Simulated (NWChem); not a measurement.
# SiN$_{2}$H$_{4}$F: energy and gradient calculation

SiN$_{2}$H$_{4}$F, multiplicity 2, computed with HF/3-21G, UHF (NWChem 7.3.0).

The geometry comes from this level: PBE0-D4/def2-TZVP.

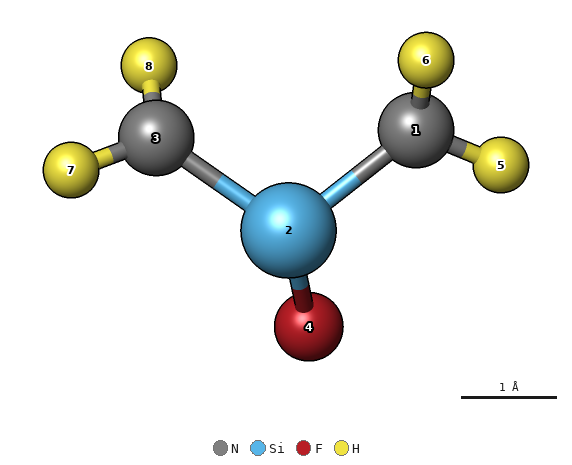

Figure 1. The structure (ball-and-stick view, seen at a tilt; atoms are numbered from 1 in the order of the input).

## Input
```
echo
START sp
TITLE "FH4N2Si"
memory 2200 mb
charge 0
GEOMETRY noautosym nocenter noautoz
load format xyz sp.xyz
END
BASIS spherical bse
* library 3-21G
END
SCF
doublet
uhf
thresh 1e-08
maxiter 80
noprint "final vectors analysis"
END
TASK scf gradient
```

## File sp.xyz
```
8
FH4N2Si
N     -0.814900     1.031500    -0.359900
Si     0.517200    -0.020700    -0.581300
N      0.780300    -0.793300     0.910700
F      0.045300    -0.971200    -1.794000
H     -1.331700     1.348900    -1.165000
H     -0.763800     1.744700     0.350200
H      1.648600    -1.254800     1.120500
H      0.011100    -1.142300     1.463200
```

Run on 1 thread of AMD EPYC (Zen 5), 16 GiB of memory available, shared host.

Launched with:
```bash
nwchem sp.nw > sp.out
```

## Output
```
============================== echo of input deck ==============================
echo
START sp
TITLE "FH4N2Si"
memory 2200 mb
charge 0
GEOMETRY noautosym nocenter noautoz
load format xyz sp.xyz
END
BASIS spherical bse
* library 3-21G
END
SCF
doublet
uhf
thresh 1e-08
maxiter 80
noprint "final vectors analysis"
END
TASK scf gradient
================================================================================

             Northwest Computational Chemistry Package (NWChem) 7.3.0
             --------------------------------------------------------

           Job information
           ---------------

    nwchem branch   = 7.3.0
    use scalapack   = T
    input           = sp.nw
    prefix          = sp.
    data base       = ./sp.db
    status          = startup
    nproc           =        1

           Memory information
           ------------------

    heap     =     72089598 doubles =      550.0 Mbytes
    stack    =     72089595 doubles =      550.0 Mbytes
    global   =    144179200 doubles =     1100.0 Mbytes (distinct from heap & stack)
    total    =    288358393 doubles =     2200.0 Mbytes
    verify   = yes
    hardfail = no

           Directory information
           ---------------------

  0 permanent = .
  0 scratch   = .

                                NWChem Input Module
                                -------------------

                                      FH4N2Si
                                      -------

 Scaling coordinates for geometry "geometry" by  1.889725989
 (inverse scale =  0.529177249)

                             Geometry "geometry" -> ""
                             -------------------------

 Output coordinates in angstroms (scale by  1.889725989 to convert to a.u.)

  No.       Tag          Charge          X              Y              Z
 ---- ---------------- ---------- -------------- -------------- --------------
    1 N                    7.0000    -0.81490000     1.03150000    -0.35990000
    2 Si                  14.0000     0.51720000    -0.02070000    -0.58130000
    3 N                    7.0000     0.78030000    -0.79330000     0.91070000
    4 F                    9.0000     0.04530000    -0.97120000    -1.79400000
    5 H                    1.0000    -1.33170000     1.34890000    -1.16500000
    6 H                    1.0000    -0.76380000     1.74470000     0.35020000
    7 H                    1.0000     1.64860000    -1.25480000     1.12050000
    8 H                    1.0000     0.01110000    -1.14230000     1.46320000

      Atomic Mass
      -----------

      N                 14.003070
      Si                27.976930
      F                 18.998400
      H                  1.007825

 Effective nuclear repulsion energy (a.u.)     175.0785727546

            Nuclear Dipole moment (a.u.)
            ----------------------------
        X                 Y               Z
 ---------------- ---------------- ----------------
    13.1723350034   -12.5982362481   -35.2617200291

            XYZ format geometry
            -------------------
     8
 geometry
 N                    -0.81490000     1.03150000    -0.35990000
 Si                    0.51720000    -0.02070000    -0.58130000
 N                     0.78030000    -0.79330000     0.91070000
 F                     0.04530000    -0.97120000    -1.79400000
 H                    -1.33170000     1.34890000    -1.16500000
 H                    -0.76380000     1.74470000     0.35020000
 H                     1.64860000    -1.25480000     1.12050000
 H                     0.01110000    -1.14230000     1.46320000

 ==============================================================================
                                internuclear distances
 ------------------------------------------------------------------------------
       center one      |      center two      | atomic units |  angstroms
 ------------------------------------------------------------------------------
    2 Si               |   1 N                |     3.23504  |     1.71191
    3 N                |   2 Si               |     3.21375  |     1.70065
    4 F                |   2 Si               |     3.04520  |     1.61145
    5 H                |   1 N                |     1.90479  |     1.00797
    6 H                |   1 N                |     1.90432  |     1.00772
    7 H                |   3 N                |     1.90004  |     1.00546
    8 H                |   3 N                |     1.90734  |     1.00932
 ------------------------------------------------------------------------------
                         number of included internuclear distances:          7
 ==============================================================================

 ==============================================================================
                                 internuclear angles
 ------------------------------------------------------------------------------
        center 1       |       center 2       |       center 3       |  degrees
 ------------------------------------------------------------------------------
    2 Si               |   1 N                |   5 H                |   119.29
    2 Si               |   1 N                |   6 H                |   119.12
    5 H                |   1 N                |   6 H                |   111.47
    1 N                |   2 Si               |   3 N                |   106.63
    1 N                |   2 Si               |   4 F                |   103.41
    3 N                |   2 Si               |   4 F                |   115.95
    2 Si               |   3 N                |   7 H                |   121.68
    2 Si               |   3 N                |   8 H                |   121.29
    7 H                |   3 N                |   8 H                |   112.66
 ------------------------------------------------------------------------------
                            number of included internuclear angles:          9
 ==============================================================================

 Summary of "ao basis" -> "" (spherical)
 ------------------------------------------------------------------------------
       Tag                 Description            Shells   Functions and Types
 ---------------- ------------------------------  ------  ---------------------
 *                           3-21G                    on all atoms

                      Basis "ao basis" -> "ao basis" (spherical)
                      -----
  [basis functions not shown]

 Summary of "ao basis" -> "ao basis" (spherical)
 ------------------------------------------------------------------------------
       Tag                 Description            Shells   Functions and Types
 ---------------- ------------------------------  ------  ---------------------
 N                           3-21G                   5        9   3s2p
 Si                          3-21G                   7       13   4s3p
 F                           3-21G                   5        9   3s2p
 H                           3-21G                   2        2   2s

                                 NWChem SCF Module
                                 -----------------

                                      FH4N2Si

  ao basis        = "ao basis"
  functions       =    48
  atoms           =     8
  alpha electrons =    21
  beta  electrons =    20
  charge          =   0.00
  wavefunction    = UHF
  input vectors   = atomic
  output vectors  = ./sp.movecs
  use symmetry    = F
  symmetry adapt  = F

 Summary of "ao basis" -> "ao basis" (spherical)
 ------------------------------------------------------------------------------
       Tag                 Description            Shells   Functions and Types
 ---------------- ------------------------------  ------  ---------------------
 N                           3-21G                   5        9   3s2p
 Si                          3-21G                   7       13   4s3p
 F                           3-21G                   5        9   3s2p
 H                           3-21G                   2        2   2s

 Forming initial guess at       0.0s

      Superposition of Atomic Density Guess
      -------------------------------------

 Sum of atomic energies:        -496.20209148

      Non-variational initial energy
      ------------------------------

 Total energy =    -497.613961
 1-e energy   =   -1034.417249
 2-e energy   =     361.724716
 HOMO         =      -0.123481
 LUMO         =       0.139953

 Starting SCF solution at       0.1s

 ----------------------------------------------
         Quadratically convergent UHF

 Convergence threshold     :          1.000E-08
 Maximum no. of iterations :           80
 Integral*density screening:          1.000E-10
 ----------------------------------------------

              iter       energy          gnorm     gmax       time
             ----- ------------------- --------- --------- --------
                 1     -496.9361452055  7.57D-01  1.34D-01      0.1
                 2     -496.9967503890  2.12D-01  4.51D-02      0.2
                 3     -497.0051725268  1.69D-02  5.93D-03      0.4
                 4     -497.0053421009  3.32D-04  6.78D-05      0.7
                 5     -497.0053421316  5.22D-08  1.42D-08      1.1
                 6     -497.0053421316  7.48D-10  2.26D-10      1.4

       Final UHF  results
       ------------------

         Total SCF energy =   -497.005342131619
      One electron energy =  -1037.337547198862
      Two electron energy =    365.253632312632
 Nuclear repulsion energy =    175.078572754611

                       Sz =      0.5000
                 Sz(Sz+1) =      0.7500
                      S^2 =      0.7538

        Time for solution =      1.4s

          Final alpha eigenvalues
          -----------------------

              1
    1  -68.3617
    2  -26.1037
    3  -15.4528
    4  -15.4522
    5   -6.1564
    6   -4.2572
    7   -4.2498
    8   -4.2496
    9   -1.5368
   10   -1.1505
   11   -1.1199
   12   -0.7340
   13   -0.6632
   14   -0.6583
   15   -0.6257
   16   -0.6109
   17   -0.5970
   18   -0.5442
   19   -0.4514
   20   -0.4106
   21   -0.3064
   22    0.2208
   23    0.2412
   24    0.2589
   25    0.3367
   26    0.3398
   27    0.3519
   28    0.3924
   29    0.4647
   30    0.5925
   31    0.6299

          Final beta eigenvalues
          ----------------------

              1
    1  -68.3559
    2  -26.0994
    3  -15.4492
    4  -15.4473
    5   -6.1467
    6   -4.2462
    7   -4.2461
    8   -4.2378
    9   -1.5237
   10   -1.1363
   11   -1.1077
   12   -0.7092
   13   -0.6578
   14   -0.6465
   15   -0.6057
   16   -0.5964
   17   -0.5846
   18   -0.5323
   19   -0.4155
   20   -0.3939
   21    0.0774
   22    0.2543
   23    0.2605
   24    0.2778
   25    0.3414
   26    0.3503
   27    0.3582
   28    0.4114
   29    0.5136
   30    0.6052
   31    0.6532

 center of mass
 --------------
 x =   0.34455807 y =  -0.35858063 z =  -0.97700949

 moments of inertia (a.u.)
 ------------------
         408.610936451660          86.031728052976         -52.576634362583
          86.031728052976         341.594091181326         -22.505244355503
         -52.576634362583         -22.505244355503         265.820669998119

  Mulliken analysis of the total density
  --------------------------------------

    Atom       Charge   Shell Charges
 -----------   ------   -------------------------------------------------------
    1 N    7     8.11   1.99  0.35  1.83  1.34  2.60
    2 Si  14    12.57   2.00  1.97  5.86  0.65  1.21  0.40  0.48
    3 N    7     8.13   1.99  0.35  1.84  1.33  2.62
    4 F    9     9.53   1.98  0.44  2.47  1.54  3.10
    5 H    1     0.67   0.44  0.23
    6 H    1     0.67   0.44  0.23
    7 H    1     0.66   0.44  0.23
    8 H    1     0.66   0.43  0.23

  Mulliken analysis of the alpha density
  --------------------------------------

    Atom       Charge   Shell Charges
 -----------   ------   -------------------------------------------------------
    1 N    7     4.12   0.99  0.18  0.96  0.67  1.31
    2 Si  14     6.69   1.00  0.99  2.94  0.36  0.73  0.35  0.33
    3 N    7     4.07   0.99  0.18  0.93  0.67  1.30
    4 F    9     4.79   0.99  0.22  1.25  0.77  1.55
    5 H    1     0.33   0.22  0.11
    6 H    1     0.33   0.22  0.11
    7 H    1     0.33   0.22  0.11
    8 H    1     0.34   0.22  0.12

   Mulliken analysis of the beta density
   -------------------------------------

    Atom       Charge   Shell Charges
 -----------   ------   -------------------------------------------------------
    1 N    7     3.99   0.99  0.17  0.88  0.67  1.28
    2 Si  14     5.87   1.00  0.98  2.93  0.28  0.47  0.05  0.16
    3 N    7     4.05   0.99  0.17  0.91  0.66  1.32
    4 F    9     4.74   0.99  0.22  1.21  0.77  1.55
    5 H    1     0.34   0.22  0.12
    6 H    1     0.34   0.22  0.12
    7 H    1     0.34   0.22  0.11
    8 H    1     0.32   0.21  0.11

   Mulliken analysis of the spin density
   -------------------------------------

    Atom       Charge   Shell Charges
 -----------   ------   -------------------------------------------------------
    1 N    7     0.12   0.00  0.00  0.08  0.00  0.03
    2 Si  14     0.82   0.00  0.00  0.01  0.08  0.26  0.29  0.17
    3 N    7     0.02   0.00  0.01  0.02  0.01 -0.01
    4 F    9     0.04   0.00  0.00  0.04 -0.00  0.00
    5 H    1    -0.01  -0.00 -0.01
    6 H    1    -0.01  -0.00 -0.01
    7 H    1    -0.01  -0.00 -0.00
    8 H    1     0.03   0.01  0.02

       Multipole analysis of the density wrt the origin
       ------------------------------------------------

     L   x y z        total         alpha         beta         nuclear
     -   - - -        -----         -----         ----         -------
     0   0 0 0     -0.000000    -21.000000    -20.000000     41.000000

     1   1 0 0      0.277882     -7.343158     -5.551295     13.172335
     1   0 1 0      0.552415      6.359822      6.790829    -12.598236
     1   0 0 1      0.621436     18.641868     17.241289    -35.261720

     2   2 0 0    -21.022579    -45.266268    -39.138209     63.381898
     2   1 1 0     -2.027419     27.198647     27.815212    -57.041278
     2   1 0 1      0.248625     -7.746613    -10.696666     18.691903
     2   0 2 0    -20.116828    -61.353495    -59.078691    100.315358
     2   0 1 1     -3.990602     -9.101604     -9.729264     14.840267
     2   0 0 2    -24.187176    -95.048174    -90.855780    161.716778

                              NWChem Gradients Module
                              -----------------------

                                      FH4N2Si

  wavefunction    =   UHF

                         UHF ENERGY GRADIENTS

    atom               coordinates                        gradient
                 x          y          z           x          y          z
   1 N      -1.539938   1.949252  -0.680112    0.006124  -0.026563   0.005124
   2 Si      0.977366  -0.039117  -1.098498   -0.014599  -0.010382  -0.000764
   3 N       1.474553  -1.499120   1.720973   -0.003277   0.021666  -0.011944
   4 F       0.085605  -1.835302  -3.390168    0.004599   0.014919   0.014860
   5 H      -2.516548   2.549051  -2.201531    0.003377   0.003464  -0.005673
   6 H      -1.443373   3.297005   0.661782    0.004434   0.005669   0.000156
   7 H       3.115402  -2.371228   2.117438    0.003639  -0.004540  -0.002284
   8 H       0.020976  -2.158634   2.765047   -0.004296  -0.004234   0.000526

                 ----------------------------------------
                 |  Time  |  1-e(secs)   |  2-e(secs)   |
                 ----------------------------------------
                 |  CPU   |       0.00   |       0.24   |
                 ----------------------------------------
                 |  WALL  |       0.00   |       0.24   |
                 ----------------------------------------

 Task  times  cpu:        1.7s     wall:        1.7s
 Total times  cpu:        1.7s     wall:        1.7s
```

## Results in brief

```json
{"quantity": "outcome", "value": "converged"}
{"quantity": "total energy", "value": "−497.005342 hartree"}
{"quantity": "basis functions", "value": "48"}
{"quantity": "largest force", "value": "1.426 eV/Å"}
{"quantity": "⟨S²⟩", "value": "0.754"}
{"quantity": "dipole moment", "value": "2.23 D"}
{"quantity": "wall time", "value": "2.2 s"}
{"quantity": "peak memory", "value": "0.1 GiB"}
```
